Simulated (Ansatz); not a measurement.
Electronic density of states of amorphous Si16O24C16H40, density 1.20 g/cm³, on a 2×2×2 Γ-centred mesh with a Gaussian width of 0.1 eV; energies count from the Fermi level, whose place inside the gap is arbitrary. Cell and mesh are small, so fine structure isn't converged. All values below come from PBE, scalar-relativistic without spin-orbit coupling (plane waves to 420 eV, PAW; Ansatz, a program for electronic structure). Sampling: a 2×2×2 Γ-centred mesh; Fermi-Dirac width 0.01 eV; collinear spin, started from moments on atoms (at the end a net moment of 0.0 μB, with unpaired spins of both signs, a broken-symmetry state; no other order was tried). In the spin-polarised cell the level spacing at the Fermi energy can part levels of unlike spin. At PBE the levels at both edges of the gap are localised (band-tail or defect states), and the nearest spread-out levels lie 2.9 eV apart at the zone centre.

It comes from a melt-quench run on a machine-learned potential (CHGNet), relaxed afterwards by DFT. O atoms were pushed apart under 1.9 Å during the dynamics, to hinder bonds among them. The hot cell started wider than the set density and was brought back towards it in steps. It is the lowest in DFT energy of 2 quenches. It is a model cell: composition and starting density were chosen by hand, and all elements were melted together. No dispersion term was used. Its density started from a set value of 1.20 and ended at 1.20 g/cm³. The quench (nominally 420 K/ps over its main leg) was far faster than any real one, so the model tends to hold more defects than a real film. Values belong to this one cell and scatter from quench to quench. The volume was held where the preparation left it and the shape relaxed, at a PBE pressure of 0.1 GPa. The cell holds free molecules (2 H2). Cycles of charging lowered its energy after that relaxation.

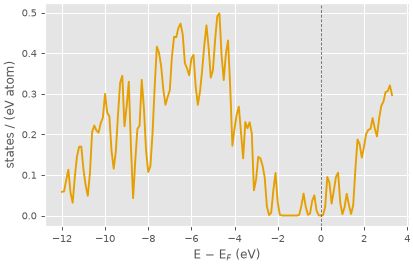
Fig. 1. Density of states per atom

The level spacing at the Fermi energy on this mesh is 0.66 eV; the broadening fills part of it in the curve.
